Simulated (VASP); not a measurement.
Energy against volume of Cu2O (cuprite). Method: revTPSS meta-GGA, VASP's PBE PAW potentials (set 64) (plane waves; VASP).

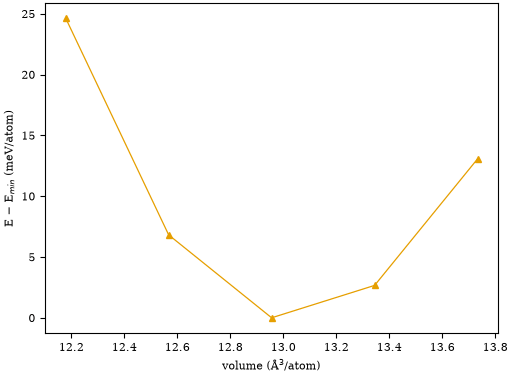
Fig. 1. Energy against volume

Question: Estimate the equilibrium volume and the bulk modulus.

Answer: The minimum lies near 13.0 Å³/atom, and the curvature gives B0 of about 120 GPa.

Measured: a 4.276 Å at 15 K (computed value off by -0.0 %), as given by Leila H. N. Rimmer et al., Physical Review B (2014), arXiv:1402.1026. The calculation is for a static lattice, while the measured a holds thermal and zero-point effects, which are part of the difference.

The compound is Cu2O in the cuprite structure. It was relaxed first.
